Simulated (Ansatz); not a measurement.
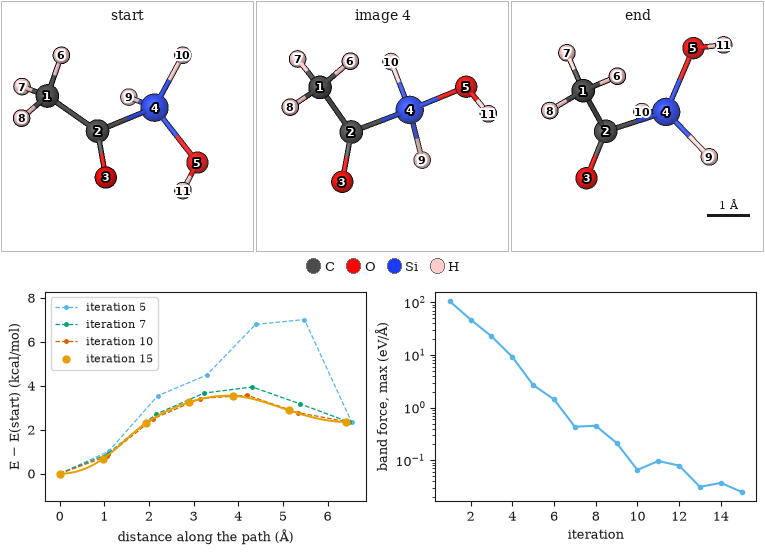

A search for the minimum-energy path of C$_{2}$H$_{6}$O$_{2}$Si by the nudged elastic band. Images are numbered from 0 (start) to 6 (end). The plot follows the band through its iterations. A ball-and-stick model, seen at a tilt.

These are results of RKS B3LYP/def2-SVP (Ansatz 0.2.0), not measurements. Settings: 5 movable images; climbing image; force threshold 0.03 eV/Å; iteration limit 60; starting path through a guess of the saddle point.

> How did the profile develop, and is the result final?

The result is final at these settings. The band converged in 15 iterations. The largest component of the band force went from 100 to 0.025 eV/Å. The climbing image converged on the top of the path. Its vibrational analysis gives one imaginary mode (46i cm⁻¹), as a transition state must have. The first iteration put the highest image at 668.21 kcal/mol. The energy climbs by 3.55 kcal/mol to image 4 and then falls by 1.19 kcal/mol, so the end point sits at +2.36 kcal/mol.

The run took 3.3 min on 2 threads of Arm Neoverse V1, on a shared host, peak memory 0.22 GiB.
